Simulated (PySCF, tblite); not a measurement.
# C7H8FNSi: infrared bands, NMR shifts and electronic excitations in gas and solvents, part 1 of 2

Aim: compute the infrared bands, NMR shifts and electronic excitations of C7H8FNSi (`C=N[SiH2]c1cccc(F)c1`), and see what a dielectric continuum does where one was used.

Programs: tblite 0.8.0 and PySCF 2.14.0, with density-fitted response routines of our own. Each step states its level of theory. These are calculated values for one molecule, in the gas phase or a continuum, unless marked as measured. Atoms count from 0, in the outputs and in this text.

### Step 1. The molecule as given

18 atoms, charge 0, multiplicity 1; geometry from: force field or distance geometry start.

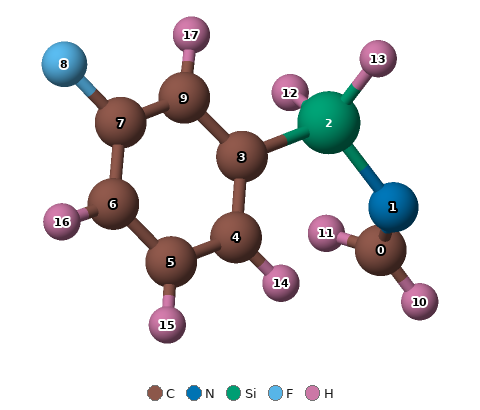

As it starts; carbon brown, nitrogen blue, silicon teal, fluorine blue, hydrogen pink, atoms numbered; sticks join atoms by distance.

### Step 2. Geometry optimisation with GFN2-xTB

What the job is given:

```
{"job": {"kind": "relax", "xc": "GFN2-xTB", "basis": "xTB"}, "charge": 0, "multiplicity": 1}
C      3.333100    -0.030400    -0.983900
N      2.695000    -0.833000    -0.218200
Si     1.598200    -0.253200     1.049700
C     -0.152700    -0.093800     0.417200
C     -0.495000    -0.485200    -0.864300
C     -1.805200    -0.367800    -1.325500
C     -2.760600     0.136300    -0.473100
C     -2.404200     0.513400     0.818700
F     -3.336900     1.002900     1.678600
C     -1.119000     0.398100     1.283200
H      4.005800    -0.371000    -1.758900
H      3.141800     1.041100    -0.838300
H      2.041300     1.114500     1.400900
H      1.660300    -1.146400     2.193600
H      0.258100    -0.867300    -1.538600
H     -2.050300    -0.668000    -2.322400
H     -3.801600     0.234100    -0.811900
H     -0.816900     0.681800     2.281600
```

Command:

```
> OMP_NUM_THREADS=1 python probes_run.py task.json out
```

One launch serves the whole session: the jobs run in the order shown.

The log of the run:

```text
step      E/eV     max force
  0    -772.97867    2.191
  1    -773.03764    1.685
  2    -773.07531    0.570
  3    -773.09984    0.411
  4    -773.11696    0.406
  5    -773.12587    0.292
  6    -773.13528    0.349
  7    -773.14764    0.473
  8    -773.16089    0.379
  9    -773.17152    0.246
 10    -773.18003    0.221
 11    -773.18806    0.330
 12    -773.19707    0.336
 13    -773.20664    0.252
 14    -773.21529    0.232
 15    -773.22341    0.252
 16    -773.23119    0.213
 17    -773.23668    0.191
 18    -773.24020    0.191
 19    -773.24314    0.210
 20    -773.24610    0.194
 21    -773.24852    0.119
 22    -773.24995    0.086
 23    -773.25109    0.114
 24    -773.25256    0.150
 25    -773.25397    0.099
 26    -773.25501    0.076
 27    -773.25577    0.076
 28    -773.25659    0.072
 29    -773.25770    0.117
 30    -773.25931    0.132
 31    -773.26101    0.116
 32    -773.26253    0.096
 33    -773.26386    0.092
 34    -773.26528    0.109
 35    -773.26653    0.098
 36    -773.26769    0.098
 37    -773.26868    0.094
 38    -773.26983    0.072
 39    -773.27062    0.069
 40    -773.27135    0.065
 41    -773.27193    0.048
 42    -773.27251    0.063
 43    -773.27295    0.061
 44    -773.27324    0.037
 45    -773.27344    0.036
 46    -773.27363    0.047
 47    -773.27381    0.040
 48    -773.27396    0.030
 49    -773.27409    0.021
 50    -773.27420    0.028
 51    -773.27430    0.027
 52    -773.27442    0.031
 53    -773.27457    0.036
 54    -773.27482    0.040
 55    -773.27516    0.046
 56    -773.27553    0.047
 57    -773.27580    0.036
 58    -773.27599    0.033
 59    -773.27619    0.042
 60    -773.27646    0.049
 61    -773.27678    0.043
 62    -773.27707    0.043
 63    -773.27728    0.035
 64    -773.27746    0.032
 65    -773.27764    0.031
 66    -773.27785    0.031
 67    -773.27808    0.042
 68    -773.27832    0.043
 69    -773.27854    0.049
 70    -773.27875    0.058
 71    -773.27893    0.034
 72    -773.27907    0.019
 73    -773.27913    0.020
 74    -773.27922    0.031
 75    -773.27929    0.032
 76    -773.27938    0.022
 77    -773.27945    0.018
 78    -773.27949    0.014
 79    -773.27951    0.017
 80    -773.27955    0.019
 81    -773.27958    0.017
 82    -773.27962    0.013
 83    -773.27964    0.011
 84    -773.27966    0.009
```

It took 2.2 s on 1 thread of AMD EPYC, shared host; peak memory 0.18 GiB.

Along the way: (not every step is listed)

```csv
step,energy from step 0 (eV),largest force (eV/Å)
0,0.0000,2.1911
1,-0.0590,1.6850
2,-0.0966,0.5702
3,-0.1212,0.4109
4,-0.1383,0.4055
5,-0.1472,0.2918
6,-0.1566,0.3489
7,-0.1690,0.4728
8,-0.1822,0.3789
15,-0.2447,0.2519
22,-0.2713,0.0861
29,-0.2790,0.1173
36,-0.2890,0.0984
43,-0.2943,0.0607
50,-0.2955,0.0278
57,-0.2971,0.0364
64,-0.2988,0.0318
71,-0.3003,0.0341
78,-0.3008,0.0144
79,-0.3008,0.0169
80,-0.3009,0.0191
81,-0.3009,0.0166
82,-0.3010,0.0132
83,-0.3010,0.0114
84,-0.3010,0.0087
```

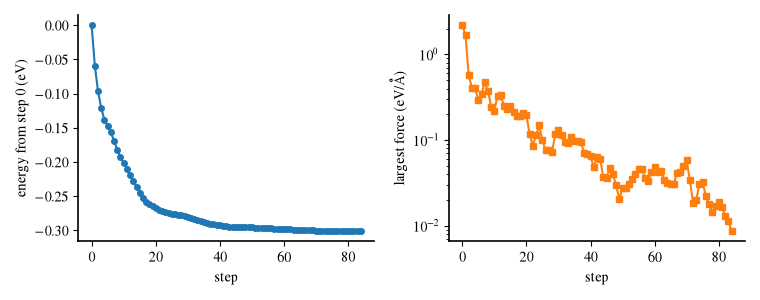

Energy and force, step by step.

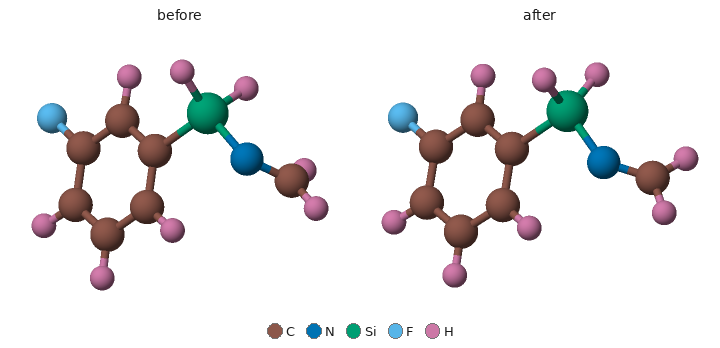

Before and after, at one scale.

Close pairs (by a distance rule), those that changed most:

```csv
bond,before (Å),after (Å),change (Å)
N1–Si2,1.774,1.722,-0.052
C0–N1,1.280,1.246,-0.034
C6–H16,1.099,1.079,-0.020
Si2–C3,1.868,1.889,+0.020
C5–H15,1.070,1.080,+0.011
Si2–H13,1.453,1.463,+0.010
C4–C5,1.394,1.384,-0.010
Si2–H12,1.480,1.470,-0.010
```

The end geometry stands in the next job.

### Step 3. Harmonic vibrations with GFN2-xTB

What the job is given:

```
{"job": {"kind": "ir", "xc": "GFN2-xTB", "basis": "xTB"}, "charge": 0, "multiplicity": 1}
C      3.477635    -0.052416    -0.990164
N      2.518239    -0.539476    -0.362042
Si     1.608724    -0.093000     1.029741
C     -0.173472    -0.010432     0.409594
C     -0.535665    -0.427421    -0.867152
C     -1.853354    -0.392451    -1.288628
C     -2.847397     0.062237    -0.439299
C     -2.482194     0.475436     0.828554
F     -3.441627     0.921671     1.672956
C     -1.171748     0.446225     1.261466
H      3.863683    -0.575397    -1.862915
H      3.984076     0.882955    -0.734537
H      1.939462     1.170010     1.705780
H      1.805711    -1.233092     1.925222
H      0.232809    -0.785767    -1.535142
H     -2.112671    -0.721435    -2.284174
H     -3.881926     0.100345    -0.742420
H     -0.939043     0.778327     2.261505
```

The log of the run:

```text
mode    cm-1     km/mol
  1      15.1      0.82
  2      65.9      1.94
  3     128.4      8.14
  4     146.0      4.11
  5     207.2      1.93
  6     219.6      2.01
  7     238.7      6.62
  8     378.2      7.06
  9     390.0      1.52
 10     393.5      6.88
 11     461.3     13.70
 12     469.4     27.96
 13     492.8      7.72
 14     555.2    122.34
 15     587.5      5.07
 16     654.7      6.13
 17     662.3      2.90
 18     714.4    245.12
 19     768.2    188.73
 20     788.7     34.43
 21     793.8    248.69
 22     883.2      0.15
 23     888.6     10.61
 24     897.8      1.82
 25     928.4      0.05
 26     992.3      8.06
 27    1001.3     11.35
 28    1108.3      2.24
 29    1135.7      9.20
 30    1141.8     15.07
 31    1181.8      3.68
 32    1226.0    144.80
 33    1257.3     12.60
 34    1317.3      1.25
 35    1416.5     58.30
 36    1453.2      1.71
 37    1461.2     30.99
 38    1577.6     29.20
 39    1595.8      7.67
 40    1774.6    129.38
 41    2189.2    361.36
 42    2262.7    241.08
 43    2872.1    102.65
 44    2964.2     52.70
 45    3079.9     17.90
 46    3094.3     26.26
 47    3096.8     22.54
 48    3107.0     22.46
```

It took 2.3 s on 1 thread of AMD EPYC, shared host; peak memory 0.18 GiB.

The strongest bands and the atoms that carry them (share of the mass-weighted mode):

| cm⁻¹ | km/mol | atoms |
| --- | --- | --- |
| 555 | 122.3 | C7 20 %, C3 18 %, H13 16 %, H12 14 % |
| 714 | 245.1 | H13 39 %, H12 34 %, N1 12 % |
| 768 | 188.7 | H12 29 %, Si2 21 %, H13 20 %, N1 15 % |
| 794 | 248.7 | H13 28 %, Si2 26 %, H12 24 %, N1 11 % |
| 1226 | 144.8 | C7 35 %, C3 19 %, H14 12 % |
| 1775 | 129.4 | N1 50 %, C0 48 % |
| 2189 | 361.4 | H12 95 % |
| 2263 | 241.1 | H13 95 % |

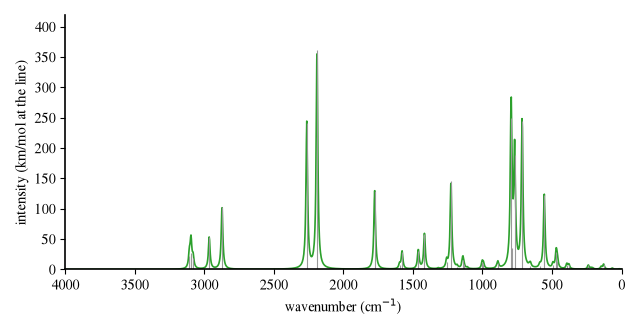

The infrared spectrum from these modes, unscaled. Lines are broadened to a width of 14 cm⁻¹ (Lorentzian).

### Step 4. Relaxing the molecule at PBE0-D3(BJ)/def2-SVP

What the job is given:

```
{"job": {"xc": "PBE0", "basis": "def2-SVP", "d3": "d3bj", "grid": 1, "shake": 0.01, "kind": "geom"}, "charge": 0, "multiplicity": 1}
C      3.498040    -0.077970    -0.985980
N      2.512560    -0.544000    -0.364200
Si     1.588520    -0.095320     1.021090
C     -0.140240    -0.008170     0.406070
C     -0.538480    -0.434100    -0.877700
C     -1.857260    -0.387630    -1.291010
C     -2.837820     0.060240    -0.439060
C     -2.466740     0.480890     0.823500
F     -3.443460     0.927080     1.692310
C     -1.174440     0.443790     1.271490
H      3.854820    -0.578310    -1.854090
H      3.989880     0.883870    -0.727840
H      1.911180     1.180220     1.696180
H      1.789020    -1.230330     1.932230
H      0.228360    -0.796530    -1.534880
H     -2.113200    -0.707380    -2.276700
H     -3.879990     0.111460    -0.744480
H     -0.948300     0.784170     2.267330
```

The log of the run:

```text
step   0  E = -714.63563923  max force = 0.038096
step   1  E = -714.64350576  max force = 0.005902
step   2  E = -714.64370631  max force = 0.007654
step   3  E = -714.64420415  max force = 0.002046
step   4  E = -714.64432903  max force = 0.001466
step   5  E = -714.64438805  max force = 0.001734
step   6  E = -714.64442695  max force = 0.001445
step   7  E = -714.64444765  max force = 0.000548
step   8  E = -714.64445289  max force = 0.000228
optimisation converged
```

Wall time 5.7 min (1 thread of AMD EPYC, shared host); peak memory 0.78 GiB.

The steps of the relaxation:

```csv
step,energy from step 0 (eV),largest force component (eV/Å)
0,0.0000,1.9590
1,-0.2141,0.3035
2,-0.2195,0.3936
3,-0.2331,0.1052
4,-0.2365,0.0754
5,-0.2381,0.0892
6,-0.2391,0.0743
7,-0.2397,0.0282
8,-0.2398,0.0117
```

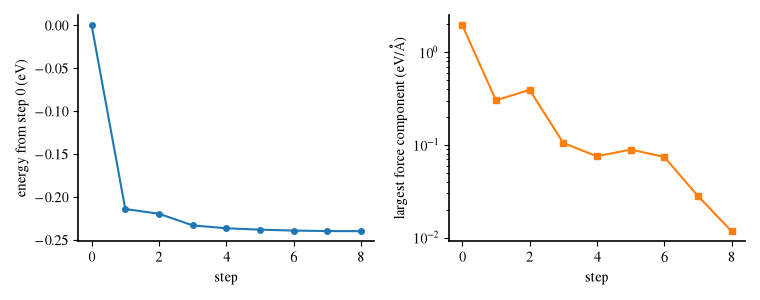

Energy and force, step by step.

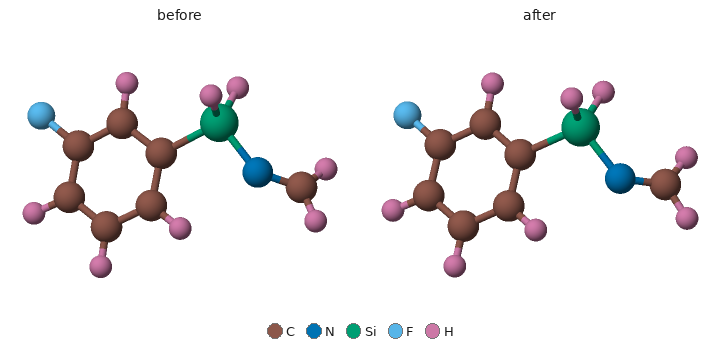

The geometry before (left) and after (right).

Distances of close pairs at the start and the end, largest changes first:

| bond | before (Å) | after (Å) | change (Å) |
| --- | --- | --- | --- |
| C7–F8 | 1.381 | 1.333 | -0.048 |
| C0–H10 | 1.064 | 1.107 | +0.043 |
| Si2–C3 | 1.837 | 1.874 | +0.037 |
| N1–Si2 | 1.725 | 1.756 | +0.031 |
| C5–H15 | 1.067 | 1.093 | +0.025 |
| Si2–H13 | 1.469 | 1.493 | +0.024 |
| Si2–H12 | 1.479 | 1.502 | +0.024 |
| C3–C9 | 1.422 | 1.402 | -0.021 |

The next job starts from the end point, and lists it.

```
                         at the end point                value
  point group (found at 0.08 Å tolerance)                   C1
rotational constants (GHz, main isotopes)  2.832, 0.583, 0.500
                        dipole moment (D)                 1.78
```

### Step 5. Nuclear shieldings: PBE0/pcSseg-1

What the job is given:

```
{"job": {"kind": "nmr", "xc": "PBE0", "basis": "pcSseg-1"}, "charge": 0, "multiplicity": 1}
C      3.553904     0.018522    -0.935916
N      2.526780    -0.588451    -0.527697
Si     1.595949    -0.205878     0.911366
C     -0.197308    -0.065649     0.384508
C     -0.612190    -0.562156    -0.859619
C     -1.950021    -0.476081    -1.244022
C     -2.894217     0.099626    -0.396909
C     -2.474132     0.588068     0.835196
F     -3.370332     1.141203     1.652349
C     -1.146245     0.518069     1.235096
H      4.064633    -0.304056    -1.863136
H      4.016393     0.891635    -0.425721
H      2.038495     1.065245     1.579018
H      1.789353    -1.335284     1.869000
H      0.123729    -1.015898    -1.527821
H     -2.264979    -0.863092    -2.216159
H     -3.947423     0.178771    -0.672876
H     -0.875975     0.928839     2.211788
```

With the program's defaults for keys left out, this is: GIAO PBE0/pcSseg-1 NMR shielding, non-relativistic, gas phase.

The log of the run:

```text
coarse grid: 16336 points
cycle   1  E = -714.8317614733  dE =  1.475e+00  |g| = 5.942e-01  |ddm| = 4.140e+00
cycle   2  E = -714.7278107690  dE =  1.040e-01  |g| = 9.166e-01  |ddm| = 1.294e+00
cycle   3  E = -714.9017809615  dE = -1.740e-01  |g| = 1.596e-01  |ddm| = 8.555e-01
cycle   4  E = -714.9074389082  dE = -5.658e-03  |g| = 4.625e-02  |ddm| = 1.691e-01
cycle   5  E = -714.9078612413  dE = -4.223e-04  |g| = 1.238e-02  |ddm| = 4.217e-02
cycle   6  E = -714.9078905922  dE = -2.935e-05  |g| = 4.034e-03  |ddm| = 1.392e-02
cycle   7  E = -714.9078939424  dE = -3.350e-06  |g| = 1.222e-03  |ddm| = 4.289e-03
final grid: 155960 points
cycle   8  E = -714.9708316444  dE = -3.364e-05  |g| = 8.206e-03  |ddm| = 4.192e-02
cycle   9  E = -714.9708200535  dE =  1.159e-05  |g| = 1.134e-02  |ddm| = 1.861e-02
cycle  10  E = -714.9708475382  dE = -2.748e-05  |g| = 1.641e-03  |ddm| = 1.065e-02
cycle  11  E = -714.9708480764  dE = -5.382e-07  |g| = 4.427e-04  |ddm| = 1.480e-03
cycle  12  E = -714.9708481166  dE = -4.028e-08  |g| = 1.704e-04  |ddm| = 4.445e-04
cycle  13  E = -714.9708481219  dE = -5.238e-09  |g| = 3.656e-05  |ddm| = 1.653e-04
cycle  14  E = -714.9708481221  dE = -2.269e-10  |g| = 1.623e-05  |ddm| = 5.040e-05
converged SCF energy = -714.9708481221

GIAO shielding tensors (ppm)
atom      isotropic    diamagn.    paramagn.     s11        s22        s33       span
  0 C        7.520     250.704    -243.184    -90.373     -7.138    120.072    210.445
  1 N     -155.425     332.827    -488.252   -567.136   -187.981    288.843    855.979
  2 Si     379.734     882.765    -503.031    314.651    384.390    440.161    125.510
  3 C       45.451     261.802    -216.351    -47.252      1.390    182.214    229.465
  4 C       47.885     253.271    -205.386    -66.247     30.976    178.927    245.174
  5 C       48.954     256.135    -207.180    -59.663     34.471    172.055    231.717
  6 C       61.856     257.794    -195.938    -24.818     45.021    165.365    190.183
  7 C       14.494     255.476    -240.982    -76.598     31.752     88.329    164.927
  8 F      288.986     477.856    -188.871    216.050    289.895    361.013    144.964
  9 C       59.099     255.356    -196.257    -33.218     45.835    164.680    197.898
 10 H       22.506      27.200      -4.693     21.173     22.451     23.894      2.721
 11 H       22.499      28.286      -5.787     20.622     21.569     25.306      4.684
 12 H       26.125      30.448      -4.323     22.724     25.447     30.204      7.480
 13 H       25.684      28.981      -3.297     22.977     24.170     29.906      6.929
 14 H       23.322      33.437     -10.115     18.727     23.236     28.003      9.276
 15 H       23.763      30.510      -6.746     20.252     24.427     26.612      6.360
 16 H       24.097      28.141      -4.043     20.602     24.640     27.050      6.449
 17 H       23.967      31.310      -7.344     20.135     23.419     28.346      8.211
```

Run time: 96 s. Hardware: 1 thread of AMD EPYC, shared host; peak memory 0.99 GiB.

The references, computed at this level on geometries of the same kind, shield at (ppm): ¹H TMS 31.27, ¹³C TMS 184.4, ²⁹Si TMS 352.0, ¹⁹F CFCl3 177.2, ¹⁵N NH3 265.7. Their shielding less the atom's gives the shift. The references are single molecules in the gas phase, so shifts against H2O, NH3, PH3, H3PO4 or CFCl3 are not on the usual liquid scales and can be off by tens of ppm. Atoms listed in one row are averaged.

| atoms | environment | σ (ppm) | δ (ppm) | δ scaled to CDCl3 |
| --- | --- | --- | --- | --- |
| C0 | C=N carbon | 7.5 | 176.9 | 171.3 |
| C7 | aromatic carbon bearing fluorine | 14.5 | 169.9 | 164.5 |
| C3 | substituted aromatic carbon | 45.5 | 139.0 | 134.4 |
| C4 | aromatic CH | 47.9 | 136.5 | 132.1 |
| C5 | aromatic CH | 49.0 | 135.5 | 131.0 |
| C9 | aromatic CH | 59.1 | 125.3 | 121.2 |
| C6 | aromatic CH | 61.9 | 122.6 | 118.5 |
| H11 | hydrogen on a C=N carbon | 22.50 | 8.77 | 8.53 |
| H10 | hydrogen on a C=N carbon | 22.51 | 8.76 | 8.52 |
| H14 | hydrogen on an aromatic CH | 23.32 | 7.94 | 7.75 |
| H15 | hydrogen on an aromatic CH | 23.76 | 7.50 | 7.33 |
| H17 | hydrogen on an aromatic CH | 23.97 | 7.30 | 7.13 |
| H16 | hydrogen on an aromatic CH | 24.10 | 7.17 | 7.01 |
| H12, H13 | hydrogen on a silicon bonded to C, N | 25.90 | 5.36 | – |
| N1 | imine nitrogen | -155.4 | 421.1 | – |
| Si2 | silicon bonded to C, N, 2 H | 379.7 | -27.7 | – |
| F8 | aryl fluorine | 289.0 | -111.7 | – |

The scaled column applies a straight-line fit of computed shieldings to shifts measured in CDCl3, and one for carbons that bear F (root-mean-square error 0.21 ppm for H, 2.0 ppm for C).

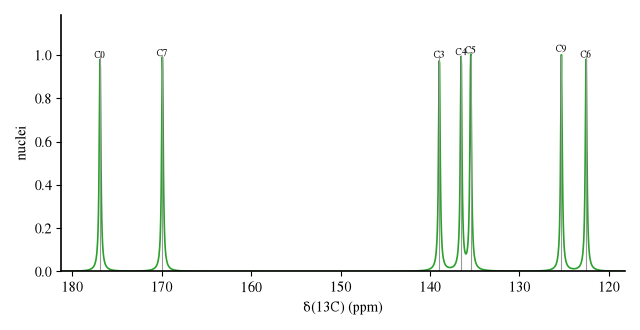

¹³C lines at the computed shifts, without couplings. Lines are broadened to a width of 0.22 ppm (Lorentzian).

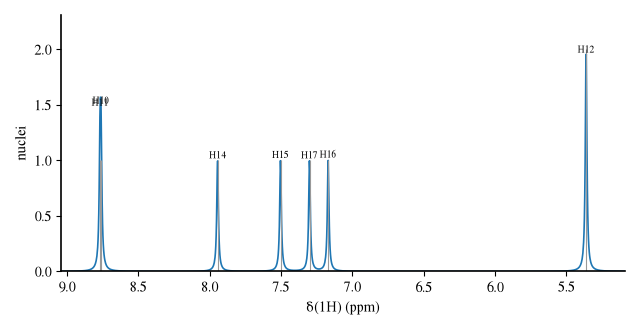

¹H lines at the computed shifts, without couplings. Lines are broadened to a width of 0.01 ppm (Lorentzian).

The run also stored atomic charges by several schemes (e):

```
atoms  Mulliken    IAO  Hirshfeld  ESP fit
   C0      0.04  -0.07       0.03     0.27
   N1     -0.56  -0.52      -0.23    -0.57
  Si2      0.82   0.88       0.36     0.63
   C3     -0.37  -0.28      -0.09    -0.12
   C4     -0.06  -0.15      -0.05    -0.07
   C5     -0.06  -0.14      -0.04    -0.14
   C6     -0.16  -0.19      -0.06    -0.31
   C7      0.33   0.30       0.09     0.42
   F8     -0.28  -0.26      -0.08    -0.21
   C9     -0.14  -0.18      -0.07    -0.33
```

Mulliken charges:

C0 0.04; N1 -0.56; Si2 0.82; C3 -0.37; C4 -0.06; C5 -0.06; C6 -0.16; C7 0.33; F8 -0.28; C9 -0.14; H10 0.13; H11 0.10; H12 -0.13; H13 -0.08; H14 0.10; H15 0.10; H16 0.12; H17 0.10

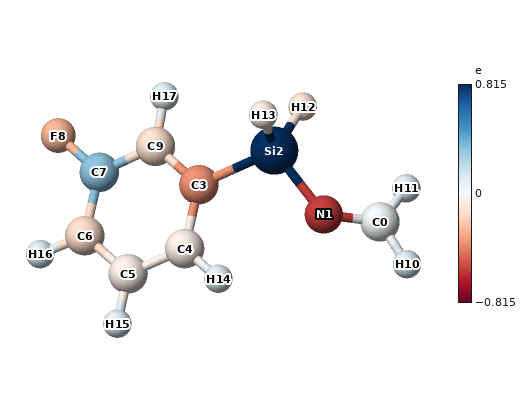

Mulliken charges, as colours on the atoms.

Mayer bond orders: C0–N1 1.96, N1–Si2 0.93, Si2–C3 0.86, C3–C4 1.43, C4–C5 1.43, C5–C6 1.41, C6–C7 1.42, C7–F8 0.89, C7–C9 1.44, C9–C3 1.39.

Ring of atoms C3, C4, C5, C6, C7, C9: NICS(0) -9.5, NICS(1) -11.2, NICS(1)zz -27.7 ppm (means of both faces).

(Continued in part 2 of 2.)
